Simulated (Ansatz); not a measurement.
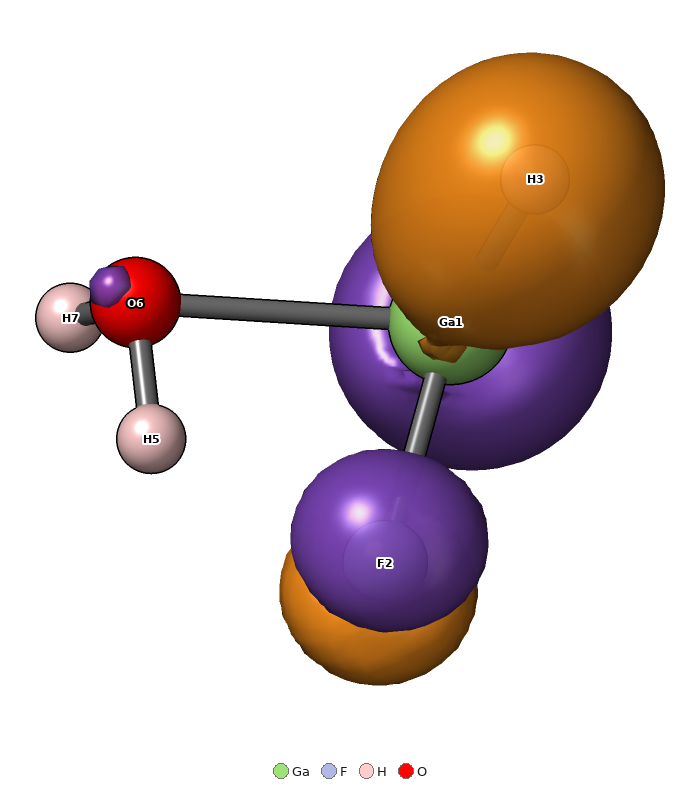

Figure. FGaH₄O. One frontier orbital at ±0.15 Å⁻³ᐟ² (orange and purple are the two phases), seen at an oblique angle.

Method: Ansatz 0.2.0, RKS PBE-D4/def2-SVP.

The calculation's input:

```
crystal:
  periodic: [false, false, false]
  atoms:
    - { symbol: Ga, position_ang: [-1.123057, -0.709573, -0.327568] }
    - { symbol: F, position_ang: [-0.271545, -0.953521, 1.231132] }
    - { symbol: H, position_ang: [-0.7695, -1.779599, -1.417882] }
    - { symbol: H, position_ang: [-2.148657, 0.480105, -0.285724] }
    - { symbol: H, position_ang: [1.410595, 0.307797, 0.666055] }
    - { symbol: O, position_ang: [1.597513, 0.891444, -0.095515] }
    - { symbol: H, position_ang: [1.304652, 1.763346, 0.229502] }
basis:
  gaussian: { orbitals: def2-SVP }
hamiltonian:
  xc: pbe
  dispersion: d4
relax:
  f_tol: 0.03
  max_steps: 50
output:
  orbitals: {}
```

Run with:

```sh
ansatz run input.yaml --threads 2 --pin off --max-ram 3072MiB --backend cpu --events-out ev --progress --plain --runs-dir out
```

The fields are those of the run's last geometry, not of the input's.

Which orbital is it: HOMO or LUMO?

Answer. The HOMO, at −6.89 eV. By Hirshfeld shares it lies mainly on F2 (about 25 %), Ga1 (about 25 %), H4 (about 25 %) and H3 (about 20 %).
